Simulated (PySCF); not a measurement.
Geometry relaxation of Ge4H10O2 (part 2 of 2)

The same run, continued: Ge4H10O2; PBE0-D3(BJ)/def2-SVP geometry optimisation, gas phase (PySCF 2.14.0). 

Geometry of the input (Å):
```
Ge 0.0163  -0.3733  -0.5764
Ge -1.9047  -1.3340  0.5410
Ge 0.0605  1.1884  -2.4570
O  1.0568  0.5899  0.5646
Ge 1.1479  0.7835  2.2680
O  0.9349  -1.7868  -0.9552
H  -2.0643  -0.8277  1.9534
H  -3.1930  -1.0401  -0.1507
H  -1.7900  -2.8167  0.6476
H  -0.6437  0.7021  -3.6686
H  -0.5055  2.5442  -2.1554
H  1.5020  1.4361  -2.8938
H  1.0435  -0.5378  2.9488
H  2.4683  1.4469  2.4601
H  0.0172  1.6654  2.7269
H  1.8423  -1.6515  -1.2310
```

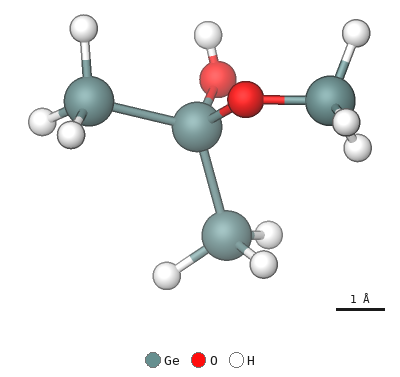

Fig. 1: The geometry at step 16 of the log (ball-and-stick view, seen at a tilt).

## Trajectory as extended XYZ, continued
```
16
Properties=species:S:1:pos:R:3:forces:R:3 step=10 energy=-230267.51768
Ge    0.1514   -0.2547   -0.5280   -0.0213  -0.0454  -0.0208
Ge   -1.8642   -1.1990    0.4585   -0.0568  -0.0091   0.0469
Ge   -0.1082    1.1180   -2.5134    0.0166   0.0332  -0.0582
O     1.0368    0.8027    0.6003   -0.0060   0.0064   0.1035
Ge    1.2129    0.6646    2.3725   -0.0254   0.0109  -0.1403
O     1.1718   -1.6886   -0.8455    0.0157   0.0276  -0.0094
H    -2.1572   -0.5157    1.8092    0.0114   0.0122  -0.0120
H    -3.0657   -0.9492   -0.4730    0.0103   0.0036  -0.0047
H    -1.7108   -2.7112    0.6868    0.0234   0.0053  -0.0117
H    -0.8500    0.3387   -3.6164   -0.0018  -0.0100   0.0183
H    -0.9142    2.3864   -2.1806   -0.0028  -0.0074   0.0149
H     1.2723    1.5348   -3.0553    0.0034  -0.0072   0.0137
H     0.9316   -0.7920    2.7942    0.0145  -0.0103   0.0184
H     2.6558    1.0801    2.6934    0.0131  -0.0102   0.0305
H     0.1970    1.6152    3.0314    0.0047   0.0090   0.0126
H     2.0292   -1.4418   -1.2120    0.0009  -0.0084  -0.0018
16
Properties=species:S:1:pos:R:3:forces:R:3 step=11 energy=-230267.52245
Ge    0.1187   -0.2185   -0.5155   -0.0431  -0.0269  -0.0221
Ge   -1.8762   -1.2333    0.4411   -0.0555   0.0012   0.0508
Ge   -0.1441    1.1410   -2.5103    0.0185   0.0273  -0.0472
O     0.9260    0.8884    0.6253   -0.0108  -0.0206   0.0784
Ge    1.2540    0.6382    2.3631   -0.0313   0.0171  -0.1127
O     1.2007   -1.6164   -0.7903    0.0405   0.0371  -0.0074
H    -2.2429   -0.5180    1.7566    0.0093   0.0087  -0.0132
H    -3.0592   -1.0762   -0.5336    0.0120   0.0010  -0.0063
H    -1.6557   -2.7273    0.7272    0.0234   0.0043  -0.0111
H    -0.8102    0.3318   -3.6395   -0.0021  -0.0121   0.0176
H    -1.0212    2.3663   -2.1982   -0.0018  -0.0050   0.0108
H     1.2328    1.6255   -3.0026    0.0028  -0.0061   0.0096
H     0.8212   -0.7898    2.7546    0.0152  -0.0101   0.0157
H     2.7625    0.8445    2.5678    0.0162  -0.0147   0.0307
H     0.4368    1.6794    3.1472    0.0083   0.0104   0.0065
H     2.0453   -1.3471   -1.1708   -0.0018  -0.0118  -0.0001
16
Properties=species:S:1:pos:R:3:forces:R:3 step=12 energy=-230267.52393
Ge    0.1155   -0.2173   -0.5175   -0.0240  -0.0281  -0.0289
Ge   -1.8781   -1.2324    0.4441   -0.0242   0.0023   0.0256
Ge   -0.1445    1.1414   -2.5142    0.0135   0.0143  -0.0188
O     0.9216    0.8882    0.6255   -0.0115  -0.0005   0.0530
Ge    1.2511    0.6354    2.3604   -0.0032   0.0083  -0.0418
O     1.2055   -1.6094   -0.7914    0.0202   0.0207  -0.0046
H    -2.2431   -0.5120    1.7565    0.0050   0.0063  -0.0069
H    -3.0598   -1.0806   -0.5325    0.0055  -0.0021  -0.0041
H    -1.6473   -2.7244    0.7313    0.0120   0.0018  -0.0039
H    -0.8094    0.3262   -3.6391   -0.0021  -0.0069   0.0065
H    -1.0240    2.3648   -2.2017    0.0001  -0.0021   0.0028
H     1.2336    1.6250   -3.0033   -0.0003  -0.0042   0.0049
H     0.8130   -0.7904    2.7567    0.0058  -0.0026   0.0046
H     2.7616    0.8289    2.5716    0.0016  -0.0102   0.0112
H     0.4434    1.6825    3.1473    0.0060   0.0056   0.0003
H     2.0493   -1.3377   -1.1717   -0.0044  -0.0024   0.0001
16
Properties=species:S:1:pos:R:3:forces:R:3 step=13 energy=-230267.52500
Ge    0.1093   -0.2145   -0.5202    0.0108   0.0014  -0.0073
Ge   -1.8803   -1.2330    0.4480    0.0116   0.0021  -0.0064
Ge   -0.1449    1.1419   -2.5202    0.0001  -0.0045   0.0138
O     0.9119    0.8896    0.6287   -0.0293   0.0110   0.0000
Ge    1.2466    0.6314    2.3592    0.0199  -0.0075   0.0241
O     1.2127   -1.5959   -0.7929   -0.0021  -0.0098  -0.0024
H    -2.2452   -0.5030    1.7543   -0.0019   0.0017  -0.0001
H    -3.0602   -1.0946   -0.5321   -0.0017  -0.0060   0.0004
H    -1.6318   -2.7209    0.7409   -0.0030  -0.0003   0.0057
H    -0.8060    0.3174   -3.6405    0.0003   0.0017  -0.0029
H    -1.0282    2.3632   -2.2115    0.0015   0.0022  -0.0061
H     1.2354    1.6237   -3.0034    0.0011  -0.0007  -0.0027
H     0.7931   -0.7885    2.7610   -0.0078   0.0028  -0.0031
H     2.7608    0.7973    2.5725   -0.0011  -0.0016  -0.0068
H     0.4612    1.6918    3.1513    0.0014   0.0013  -0.0041
H     2.0540   -1.3174   -1.1730    0.0003   0.0061  -0.0021
16
Properties=species:S:1:pos:R:3:forces:R:3 step=14 energy=-230267.52548
Ge    0.1054   -0.2120   -0.5208    0.0254   0.0102   0.0043
Ge   -1.8808   -1.2355    0.4494    0.0205   0.0008  -0.0160
Ge   -0.1450    1.1424   -2.5228   -0.0037  -0.0077   0.0199
O     0.9034    0.8925    0.6318   -0.0365   0.0153  -0.0147
Ge    1.2444    0.6297    2.3598    0.0273  -0.0137   0.0339
O     1.2168   -1.5872   -0.7930   -0.0085  -0.0161  -0.0022
H    -2.2494   -0.4990    1.7506   -0.0044   0.0004   0.0018
H    -3.0598   -1.1095   -0.5333   -0.0035  -0.0065   0.0010
H    -1.6221   -2.7201    0.7500   -0.0066  -0.0010   0.0086
H    -0.8020    0.3134   -3.6421    0.0007   0.0035  -0.0057
H    -1.0304    2.3636   -2.2198    0.0018   0.0031  -0.0070
H     1.2369    1.6233   -3.0022    0.0007  -0.0002  -0.0037
H     0.7758   -0.7849    2.7642   -0.0105   0.0055  -0.0040
H     2.7618    0.7748    2.5675   -0.0039   0.0003  -0.0098
H     0.4771    1.7003    3.1557    0.0005   0.0002  -0.0045
H     2.0563   -1.3033   -1.1730    0.0007   0.0061  -0.0020
16
Properties=species:S:1:pos:R:3:forces:R:3 step=15 energy=-230267.52778
Ge    0.0844   -0.1966   -0.5203    0.0755   0.0306   0.0430
Ge   -1.8825   -1.2541    0.4526    0.0433  -0.0050  -0.0442
Ge   -0.1458    1.1458   -2.5326   -0.0204  -0.0153   0.0302
O     0.8511    0.9126    0.6506   -0.0591   0.0376  -0.0589
Ge    1.2356    0.6222    2.3634    0.0487  -0.0379   0.0516
O     1.2368   -1.5394   -0.7890   -0.0317  -0.0295   0.0020
H    -2.2842   -0.4825    1.7225   -0.0137  -0.0046   0.0065
H    -3.0524   -1.2029   -0.5468   -0.0067  -0.0065   0.0013
H    -1.5720   -2.7173    0.8042   -0.0154  -0.0024   0.0166
H    -0.7769    0.2959   -3.6511    0.0017   0.0088  -0.0124
H    -1.0414    2.3674   -2.2652    0.0029   0.0041  -0.0057
H     1.2449    1.6224   -2.9903    0.0006   0.0016  -0.0056
H     0.6812   -0.7561    2.7861   -0.0166   0.0134  -0.0049
H     2.7661    0.6510    2.5259   -0.0097   0.0062  -0.0140
H     0.5773    1.7473    3.1806   -0.0024  -0.0014  -0.0047
H     2.0664   -1.2273   -1.1686    0.0030   0.0002  -0.0008
16
Properties=species:S:1:pos:R:3:forces:R:3 step=16 energy=-230267.53037
Ge    0.0514   -0.1729   -0.5146    0.1206   0.0400   0.0764
Ge   -1.8864   -1.2887    0.4502    0.0537  -0.0087  -0.0631
Ge   -0.1478    1.1527   -2.5406   -0.0367  -0.0197   0.0277
O     0.7636    0.9454    0.6827   -0.0688   0.0625  -0.0968
Ge    1.2293    0.6143    2.3666    0.0610  -0.0649   0.0502
O     1.2619   -1.4675   -0.7742   -0.0571  -0.0359   0.0103
H    -2.3588   -0.4688    1.6633   -0.0220  -0.0093   0.0105
H    -3.0286   -1.3596   -0.5791   -0.0067  -0.0051  -0.0004
H    -1.5030   -2.7104    0.8895   -0.0186  -0.0020   0.0212
H    -0.7363    0.2762   -3.6619    0.0017   0.0132  -0.0157
H    -1.0568    2.3746   -2.3281    0.0025   0.0044   0.0018
H     1.2560    1.6250   -2.9624   -0.0004   0.0040  -0.0048
H     0.5509   -0.6921    2.8363   -0.0170   0.0200  -0.0038
H     2.7607    0.4648    2.4398   -0.0135   0.0126  -0.0125
H     0.7555    1.8118    3.2065   -0.0051  -0.0006  -0.0030
H     2.0766   -1.1162   -1.1520    0.0063  -0.0105   0.0020
16
Properties=species:S:1:pos:R:3:forces:R:3 step=17 energy=-230267.53329
Ge    0.0369   -0.1616   -0.5071    0.1083   0.0242   0.0659
Ge   -1.8890   -1.3085    0.4424    0.0364  -0.0074  -0.0493
Ge   -0.1509    1.1569   -2.5382   -0.0328  -0.0127   0.0119
O     0.7197    0.9648    0.6986   -0.0526   0.0623  -0.0820
Ge    1.2343    0.6143    2.3653    0.0423  -0.0564   0.0257
O     1.2682   -1.4392   -0.7574   -0.0532  -0.0260   0.0149
H    -2.4116   -0.4706    1.6224   -0.0202  -0.0088   0.0073
H    -3.0072   -1.4423   -0.6070   -0.0023  -0.0026  -0.0028
H    -1.4780   -2.7062    0.9315   -0.0112  -0.0002   0.0171
H    -0.7193    0.2738   -3.6647    0.0004   0.0112  -0.0112
H    -1.0649    2.3785   -2.3477    0.0015   0.0019   0.0089
H     1.2578    1.6303   -2.9434   -0.0019   0.0046  -0.0025
H     0.5018   -0.6501    2.8669   -0.0093   0.0151  -0.0010
H     2.7571    0.3836    2.3837   -0.0098   0.0101  -0.0061
H     0.8546    1.8411    3.2099   -0.0021   0.0004  -0.0001
H     2.0788   -1.0763   -1.1331    0.0064  -0.0158   0.0032
16
Properties=species:S:1:pos:R:3:forces:R:3 step=18 energy=-230267.54023
Ge    0.0092   -0.1394   -0.4782    0.0017  -0.0548  -0.0300
Ge   -1.8993   -1.3579    0.4078   -0.0465  -0.0011   0.0216
Ge   -0.1650    1.1679   -2.5157    0.0043   0.0179  -0.0418
O     0.6222    1.0143    0.7331    0.0400   0.0320   0.0355
Ge    1.2679    0.6273    2.3509   -0.0446   0.0169  -0.0484
O     1.2649   -1.4009   -0.6913   -0.0056   0.0261   0.0259
H    -2.5685   -0.4983    1.4966   -0.0046  -0.0021  -0.0110
H    -2.9314   -1.6334   -0.7013    0.0141   0.0048  -0.0108
H    -1.4511   -2.6948    1.0205    0.0200   0.0068  -0.0023
H    -0.6950    0.2881   -3.6636   -0.0054  -0.0020   0.0074
H    -1.0884    2.3862   -2.3517   -0.0042  -0.0073   0.0259
H     1.2491    1.6546   -2.8898   -0.0067   0.0034   0.0020
H     0.4449   -0.5336    2.9492    0.0170  -0.0136   0.0044
H     2.7515    0.2377    2.2268    0.0088  -0.0082   0.0124
H     1.0987    1.9055    3.1860    0.0101   0.0021   0.0068
H     2.0788   -1.0349   -1.0574    0.0016  -0.0212   0.0024
16
Properties=species:S:1:pos:R:3:forces:R:3 step=19 energy=-230267.54210
Ge    0.0163   -0.1420   -0.4752   -0.0146  -0.0401  -0.0349
Ge   -1.9031   -1.3511    0.4011   -0.0422   0.0014   0.0291
Ge   -0.1683    1.1651   -2.5130    0.0121   0.0177  -0.0298
O     0.6368    1.0178    0.7276    0.0301   0.0073   0.0366
Ge    1.2772    0.6324    2.3483   -0.0364   0.0198  -0.0479
O     1.2593   -1.4171   -0.6766    0.0090   0.0242   0.0242
H    -2.5787   -0.4970    1.4901   -0.0010   0.0021  -0.0113
H    -2.9277   -1.6147   -0.7179    0.0128   0.0018  -0.0092
H    -1.4644   -2.6933    1.0092    0.0172   0.0059  -0.0038
H    -0.7091    0.2917   -3.6606   -0.0047  -0.0035   0.0098
H    -1.0935    2.3795   -2.3289   -0.0046  -0.0060   0.0193
H     1.2400    1.6594   -2.8979   -0.0057   0.0025   0.0004
H     0.4788   -0.5533    2.9306    0.0114  -0.0130   0.0042
H     2.7704    0.2793    2.2308    0.0104  -0.0098   0.0125
H     1.0737    1.8979    3.1954    0.0075   0.0010   0.0009
H     2.0806   -1.0662   -1.0409   -0.0012  -0.0113  -0.0001
16
Properties=species:S:1:pos:R:3:forces:R:3 step=20 energy=-230267.54428
Ge    0.0104   -0.1389   -0.4653   -0.0232  -0.0097  -0.0342
Ge   -1.9162   -1.3575    0.3841   -0.0137   0.0076   0.0136
Ge   -0.1769    1.1662   -2.5061    0.0108   0.0062   0.0032
O     0.6161    1.0332    0.7349    0.0152  -0.0099   0.0147
Ge    1.2969    0.6378    2.3356    0.0007   0.0011  -0.0021
O     1.2591   -1.4125   -0.6313    0.0128  -0.0039   0.0153
H    -2.6501   -0.4953    1.4272    0.0005   0.0055  -0.0067
H    -2.8895   -1.6663   -0.7687    0.0050  -0.0061  -0.0018
H    -1.4654   -2.6750    1.0356    0.0043   0.0037  -0.0001
H    -0.7195    0.2948   -3.6539   -0.0034  -0.0012   0.0037
H    -1.1128    2.3689   -2.3004   -0.0040  -0.0016   0.0042
H     1.2242    1.6768   -2.8934   -0.0029   0.0028  -0.0043
H     0.5028   -0.5381    2.9435    0.0005  -0.0026  -0.0012
H     2.7818    0.2601    2.1821    0.0022  -0.0007   0.0020
H     1.1403    1.9068    3.1873   -0.0027   0.0019  -0.0018
H     2.0874   -1.0727   -0.9891   -0.0021   0.0068  -0.0044
16
Properties=species:S:1:pos:R:3:forces:R:3 step=21 energy=-230267.54482
Ge    0.0103   -0.1402   -0.4648   -0.0067   0.0078  -0.0118
Ge   -1.9209   -1.3550    0.3801    0.0034   0.0074  -0.0015
Ge   -0.1797    1.1659   -2.5051    0.0039   0.0020   0.0134
O     0.6144    1.0342    0.7354    0.0031  -0.0133  -0.0028
Ge    1.3035    0.6362    2.3313    0.0091  -0.0054   0.0116
O     1.2619   -1.4126   -0.6165    0.0066  -0.0131   0.0043
H    -2.6704   -0.4844    1.4045   -0.0003   0.0052  -0.0034
H    -2.8771   -1.6811   -0.7820    0.0001  -0.0083   0.0022
H    -1.4670   -2.6625    1.0491   -0.0030   0.0011   0.0052
H    -0.7275    0.2949   -3.6506   -0.0017   0.0004  -0.0012
H    -1.1206    2.3628   -2.2874   -0.0014   0.0000  -0.0021
H     1.2167    1.6839   -2.8985   -0.0023   0.0015  -0.0038
H     0.5156   -0.5431    2.9410   -0.0027   0.0022  -0.0015
H     2.7887    0.2601    2.1732   -0.0016   0.0037  -0.0031
H     1.1492    1.9038    3.1857   -0.0038  -0.0002  -0.0010
H     2.0913   -1.0745   -0.9734   -0.0026   0.0089  -0.0044
16
Properties=species:S:1:pos:R:3:forces:R:3 step=22 energy=-230267.54523
Ge    0.0096   -0.1415   -0.4648    0.0046   0.0117   0.0064
Ge   -1.9242   -1.3541    0.3773    0.0108   0.0032  -0.0105
Ge   -0.1824    1.1667   -2.5035   -0.0040  -0.0003   0.0116
O     0.6089    1.0338    0.7374    0.0014  -0.0120  -0.0088
Ge    1.3096    0.6329    2.3275    0.0049  -0.0039   0.0135
O     1.2659   -1.4112   -0.6053   -0.0012  -0.0101  -0.0070
H    -2.6912   -0.4700    1.3764   -0.0016   0.0043  -0.0014
H    -2.8629   -1.7075   -0.7911   -0.0017  -0.0077   0.0039
H    -1.4683   -2.6464    1.0736   -0.0061   0.0011   0.0085
H    -0.7334    0.2967   -3.6481    0.0003   0.0012  -0.0031
H    -1.1273    2.3589   -2.2775    0.0004   0.0009  -0.0041
H     1.2100    1.6911   -2.9019   -0.0002   0.0002  -0.0016
H     0.5230   -0.5444    2.9428   -0.0018   0.0032  -0.0010
H     2.7928    0.2530    2.1600   -0.0020   0.0050  -0.0048
H     1.1639    1.9016    3.1819   -0.0025  -0.0017   0.0013
H     2.0943   -1.0712   -0.9627   -0.0015   0.0050  -0.0030
```

## Key numbers

- outcome: converged
- total energy: −8462.176276 hartree
- dipole moment: 0.46 D
- point group: C1
- hardware: 1 CPU thread, shared host
- wall time: 20 min
- peak memory: 1.4 GiB
